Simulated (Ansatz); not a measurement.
## Geometry relaxation, with input and output: SiN2H6O (part 2 of 2)

The same run, continued: SiN2H6O; RKS PBE0-D4/def2-TZVP (Ansatz 0.2.0). The geometry is a transition state displaced along its imaginary mode. The reaction was set up to form H2–H4 and to break Si1–H2 and O3–H4 (atoms counted from 1 in the order of the input); sticks are drawn by distance alone.

Geometry of the input (Å):
```
Si -0.2303  0.4137  -0.2436
H  0.5760  -0.9328  -1.5346
O  -0.6064  1.1319  -1.4997
H  0.3094  -0.4521  -1.8116
N  1.1528  0.7040  0.6916
N  -1.2199  -0.6522  0.6248
H  1.3356  0.3710  1.6220
H  1.8530  1.3444  0.3531
H  -2.1020  -0.9371  0.2382
H  -1.0682  -0.9908  1.5598
```

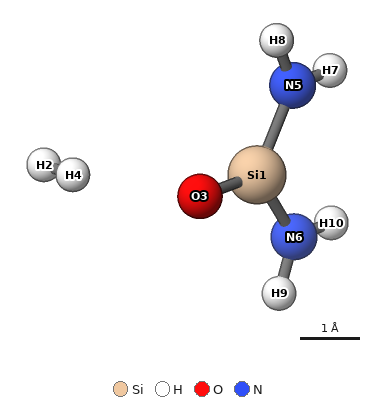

The geometry at step 20 of the log (ball-and-stick view, seen at a tilt; atoms are numbered from 1 in the order of the input).

```
mean field -12997.57598378 eV, -477.6521073303 hartree, gradient 4.8e-5 eV, S^2 0.000000; 1 other end points of the search recorded, 0 dependent functions left out
the calculation of the forces begins
reference -12997.57601659 eV, -477.6521085364 hartree; 21, 21 occupied and 145, 145 virtual orbitals, 993 factors
Total energy: -12997.71808822 eV, -477.6573295722 hartree
Atom 0 at    -0.185471     0.314249     0.182422 Å, force    -0.000072     0.000064    -0.000430 eV/Å
Atom 1 at     0.879104    -1.350731    -3.734647 Å, force    -0.000563     0.001039     0.001841 eV/Å
Atom 2 at    -0.183063     0.383362    -1.332252 Å, force     0.000279    -0.000270    -0.001056 eV/Å
Atom 3 at     0.613898    -0.914870    -3.184485 Å, force     0.000441    -0.000871    -0.001869 eV/Å
Atom 4 at     1.001052     0.951817     1.181307 Å, force    -0.000748    -0.000152     0.003738 eV/Å
Atom 5 at    -1.375836    -0.410195     1.115328 Å, force     0.000275     0.000420     0.003604 eV/Å
Atom 6 at     1.009394     0.911130     2.185028 Å, force     0.000636     0.000231    -0.002255 eV/Å
Atom 7 at     1.797093     1.425026     0.789466 Å, force    -0.000301    -0.000272    -0.000735 eV/Å
Atom 8 at    -2.169276    -0.847808     0.679327 Å, force     0.000408     0.000138    -0.000699 eV/Å
Atom 9 at    -1.386898    -0.462078     2.118503 Å, force    -0.000354    -0.000327    -0.002139 eV/Å
Dipole moment:    -0.025809    -0.015213     1.243217 e Å
```

**Trajectory as extended XYZ (Å, eV, eV/Å), 10 of the 35 frames kept, from step=1 to step=35**
```
10
Properties=species:S:1:pos:R:3:forces:R:3 step=1 energy=-12996.78331
Si   -0.2303    0.4137   -0.2436    0.1428  -0.3433   2.3334
H     0.5760   -0.9328   -1.5346    3.8322  -6.8862   3.5255
O    -0.6064    1.1319   -1.4997   -0.7558   1.3815  -1.0424
H     0.3094   -0.4521   -1.8116   -3.1335   5.6864  -3.9860
N     1.1528    0.7040    0.6916   -0.2159   0.0099  -0.4291
N    -1.2199   -0.6522    0.6248    0.2427   0.1984  -0.3081
H     1.3356    0.3710    1.6220   -0.0519  -0.0605  -0.0640
H     1.8530    1.3444    0.3531   -0.0522  -0.0185   0.0624
H    -2.1020   -0.9371    0.2382   -0.0841   0.0044   0.0092
H    -1.0682   -0.9908    1.5598    0.0757   0.0280  -0.1010
10
Properties=species:S:1:pos:R:3:forces:R:3 step=5 energy=-12997.70255
Si   -0.3549    0.6223   -0.0584    0.0001  -0.0049   0.0221
H     0.8650   -1.4198   -1.8759   -0.0320   0.0577  -0.0404
O    -0.7738    1.4138   -1.2837    0.0339  -0.0628   0.0461
H     0.5346   -0.8267   -2.1984    0.0334  -0.0595   0.0268
N     1.1002    0.7996    0.7614   -0.0332   0.0204   0.0225
N    -1.2762   -0.5633    0.6945    0.0038   0.0394   0.0243
H     1.3595    0.3283    1.6110   -0.0118   0.0016  -0.0563
H     1.7747    1.4814    0.4576   -0.0187  -0.0133   0.0059
H    -2.1896   -0.7967    0.3436    0.0193   0.0103   0.0079
H    -1.0395   -1.0390    1.5483    0.0051   0.0112  -0.0590
10
Properties=species:S:1:pos:R:3:forces:R:3 step=9 energy=-12997.70698
Si   -0.3471    0.6068   -0.0245    0.0004   0.0037  -0.0388
H     0.9069   -1.4778   -2.1636   -0.0762   0.1346  -0.0287
O    -0.7122    1.3070   -1.3200    0.0072  -0.0150   0.0441
H     0.5417   -0.8331   -2.3035    0.0752  -0.1326   0.0251
N     1.0726    0.8419    0.8370    0.0046   0.0197  -0.0211
N    -1.3017   -0.5204    0.7700   -0.0147   0.0083  -0.0186
H     1.3301    0.3716    1.6861    0.0028   0.0021   0.0116
H     1.7686    1.4876    0.5045   -0.0094  -0.0164   0.0083
H    -2.1957   -0.7859    0.3934    0.0135  -0.0021   0.0064
H    -1.0632   -0.9979    1.6206   -0.0033  -0.0024   0.0117
10
Properties=species:S:1:pos:R:3:forces:R:3 step=12 energy=-12997.70772
Si   -0.3423    0.5978   -0.0136   -0.0042   0.0086  -0.0436
H     0.9128   -1.4828   -2.2519   -0.0045   0.0080  -0.0043
O    -0.6916    1.2711   -1.3278    0.0104  -0.0202   0.0476
H     0.5458   -0.8374   -2.3563    0.0040  -0.0072   0.0034
N     1.0676    0.8502    0.8590   -0.0018  -0.0046  -0.0019
N    -1.3077   -0.5117    0.7926    0.0033  -0.0005  -0.0025
H     1.3147    0.3989    1.7218   -0.0025   0.0055  -0.0031
H     1.7725    1.4796    0.5156    0.0009   0.0040   0.0035
H    -2.1919   -0.7929    0.4051   -0.0027   0.0017   0.0035
H    -1.0799   -0.9729    1.6555   -0.0029   0.0047  -0.0026
10
Properties=species:S:1:pos:R:3:forces:R:3 step=16 energy=-12997.70855
Si   -0.3115    0.5419    0.0250   -0.0009  -0.0025   0.0349
H     0.9346   -1.5002   -2.6558   -0.1263   0.2189   0.0305
O    -0.5870    1.0897   -1.3633    0.0166  -0.0318   0.0571
H     0.5593   -0.8504   -2.5539    0.1252  -0.2169  -0.0337
N     1.0523    0.8737    0.9453   -0.0002  -0.0237   0.0442
N    -1.3248   -0.4876    0.8799    0.0215  -0.0093   0.0379
H     1.2479    0.5136    1.8650   -0.0254   0.0394  -0.1045
H     1.7723    1.4769    0.5849   -0.0069  -0.0142   0.0158
H    -2.1931   -0.7946    0.4753    0.0122  -0.0026   0.0155
H    -1.1499   -0.8631    1.7975   -0.0158   0.0427  -0.0978
10
Properties=species:S:1:pos:R:3:forces:R:3 step=20 energy=-12997.71140
Si   -0.2961    0.5139    0.0468    0.0117  -0.0234   0.0560
H     0.9356   -1.4933   -2.8302    0.0014  -0.0018  -0.0125
O    -0.5304    0.9915   -1.3726   -0.0065   0.0131  -0.0316
H     0.5679   -0.8600   -2.6696   -0.0009   0.0010   0.0102
N     1.0422    0.8875    0.9867    0.0015  -0.0019   0.0094
N    -1.3331   -0.4734    0.9209    0.0011  -0.0031   0.0110
H     1.2102    0.5662    1.9240   -0.0058   0.0095  -0.0185
H     1.7752    1.4724    0.6233   -0.0082  -0.0075  -0.0023
H    -2.1923   -0.8007    0.5134    0.0109   0.0033  -0.0015
H    -1.1793   -0.8043    1.8574   -0.0052   0.0109  -0.0202
10
Properties=species:S:1:pos:R:3:forces:R:3 step=24 energy=-12997.71569
Si   -0.2503    0.4311    0.1063   -0.0041   0.0094  -0.0140
H     0.9266   -1.4562   -3.2743   -0.0395   0.0674   0.0316
O    -0.3824    0.7336   -1.3748    0.0068  -0.0144   0.0565
H     0.5896   -0.8858   -2.9173    0.0391  -0.0668  -0.0322
N     1.0213    0.9211    1.0852   -0.0163  -0.0200   0.0156
N    -1.3551   -0.4417    1.0188    0.0239   0.0032   0.0205
H     1.1237    0.7148    2.0639   -0.0032   0.0144  -0.0421
H     1.7819    1.4561    0.7023    0.0007  -0.0023   0.0044
H    -2.1844   -0.8177    0.5921    0.0019  -0.0017   0.0038
H    -1.2710   -0.6553    1.9977   -0.0092   0.0108  -0.0440
10
Properties=species:S:1:pos:R:3:forces:R:3 step=27 energy=-12997.71737
Si   -0.2203    0.3771    0.1417   -0.0053   0.0096   0.0009
H     0.9050   -1.4076   -3.4967   -0.0003   0.0007  -0.0032
O    -0.2917    0.5747   -1.3610    0.0044  -0.0102   0.0483
H     0.6006   -0.8991   -3.0365    0.0008  -0.0015   0.0005
N     1.0131    0.9355    1.1324   -0.0102  -0.0090  -0.0120
N    -1.3654   -0.4283    1.0661    0.0131   0.0049  -0.0105
H     1.0767    0.8069    2.1271   -0.0031   0.0040  -0.0266
H     1.7879    1.4413    0.7383    0.0000  -0.0021   0.0148
H    -2.1760   -0.8316    0.6280    0.0013  -0.0013   0.0147
H    -1.3298   -0.5692    2.0606   -0.0007   0.0048  -0.0270
10
Properties=species:S:1:pos:R:3:forces:R:3 step=31 energy=-12997.71803
Si   -0.1916    0.3252    0.1767    0.0025  -0.0037  -0.0021
H     0.8844   -1.3616   -3.7025   -0.0021   0.0037   0.0043
O    -0.2009    0.4147   -1.3372   -0.0002  -0.0002   0.0140
H     0.6127   -0.9138   -3.1650    0.0018  -0.0031  -0.0039
N     1.0028    0.9490    1.1750    0.0023   0.0033   0.0034
N    -1.3739   -0.4131    1.1090   -0.0044  -0.0004   0.0014
H     1.0203    0.8952    2.1782   -0.0023  -0.0008  -0.0115
H     1.7950    1.4279    0.7822    0.0002  -0.0002   0.0020
H    -2.1702   -0.8447    0.6720   -0.0001  -0.0003   0.0023
H    -1.3787   -0.4789    2.1116    0.0025   0.0018  -0.0099
10
Properties=species:S:1:pos:R:3:forces:R:3 step=35 energy=-12997.71805
Si   -0.1855    0.3142    0.1824   -0.0001   0.0001  -0.0004
H     0.8791   -1.3507   -3.7346   -0.0006   0.0010   0.0018
O    -0.1831    0.3834   -1.3323    0.0003  -0.0003  -0.0011
H     0.6139   -0.9149   -3.1845    0.0004  -0.0009  -0.0019
N     1.0011    0.9518    1.1813   -0.0007  -0.0002   0.0037
N    -1.3758   -0.4102    1.1153    0.0003   0.0004   0.0036
H     1.0094    0.9111    2.1850    0.0006   0.0002  -0.0023
H     1.7971    1.4250    0.7895   -0.0003  -0.0003  -0.0007
H    -2.1693   -0.8478    0.6793    0.0004   0.0001  -0.0007
H    -1.3869   -0.4621    2.1185   -0.0004  -0.0003  -0.0021
```

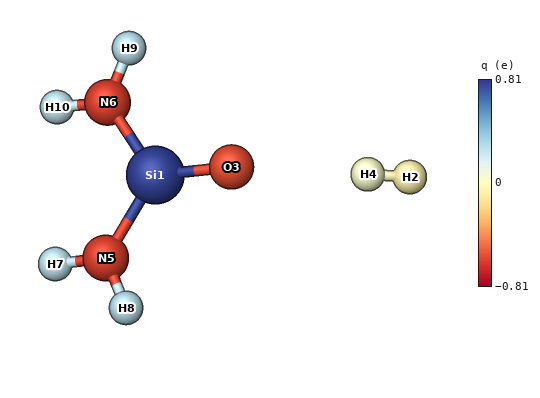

Mulliken charges, as the colour of each atom (ball-and-stick view, seen at a tilt; atoms are numbered from 1 in the order of the input). By element: Si +0.77, H −0.06 to +0.27, O −0.57 and N −0.60 e.

**Summary**

- outcome: converged
- total energy: −12997.7181 eV
- mean-field energy: −12997.5760 eV
- dispersion energy: −0.1421 eV
- SCF solution under orbital rotations: stable
- largest force (length of the vector) at the end: 0.004 eV/Å
- dipole moment: 5.97 D
- wall time: 58 s (CPU time 3.6 min)
- peak memory: 0.36 GiB
